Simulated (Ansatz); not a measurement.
Geometry optimisation.

Program: Ansatz.

```
crystal:
  lattice:
    - [4.767855, 0.0, 0.0]
    - [0.0, 4.767855, 0.0]
    - [0.0, 0.0, 4.767855]
  atoms:
    - { symbol: Ca, position: [0.5, 0.5, 0.5] }
    - { symbol: Ir, position: [0.0, 0.0, 0.0] }
    - { symbol: Cl, position: [0.0, 0.5, 0.0] }
    - { symbol: Cl, position: [0.5, 0.0, 0.0] }
    - { symbol: Cl, position: [0.0, 0.0, 0.5] }
  symmetry: { tolerance: 0.0003 }
kpoints:
  mp_grid: { grid: [4, 4, 4], shift: [0, 0, 0] }
magnetization:
  spin_polarized: false
scf:
  occupations: { method: fermi_dirac, width: 0.021 }
hamiltonian:
  pseudopotentials: { kind: paw }
  xc: pbe
basis:
  ecutwfc: 420
output:
  forces: true
  stress: true
  eigenvalues: true
  write_density: true
  write_potential: true
  elf: true
  volumetric_format: npy
relax:
  max_steps: 40
  cell: {}
```

Run as:
```bash
ansatz run input.yaml --threads 1 --pin off --max-ram 2560MiB --backend cpu --events-out ev --progress --plain --runs-dir out
```

How does the optimisation go?

Answer. The optimisation met its thresholds at geometry 4, counting the start as the first. The energy fell by about 19 meV/atom from the first step to the last. All forces vanish by symmetry, so only the cell moves. The volume grows from 21.7 to 23.2 Å³ per atom (+7 %).

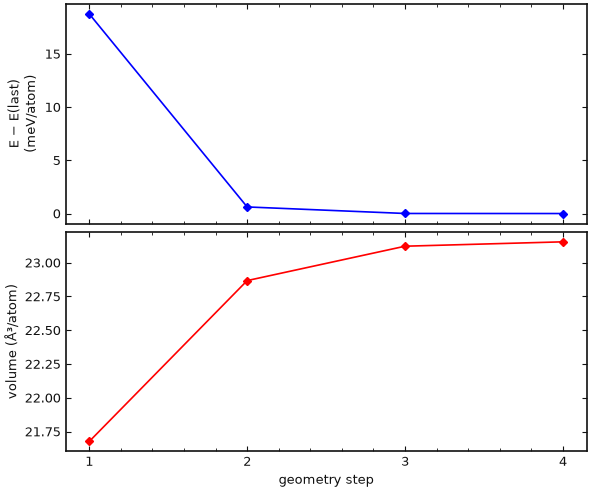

History of the run, step by step. Atoms and cell relax. A closing SCF on a freshly chosen basis isn't drawn.
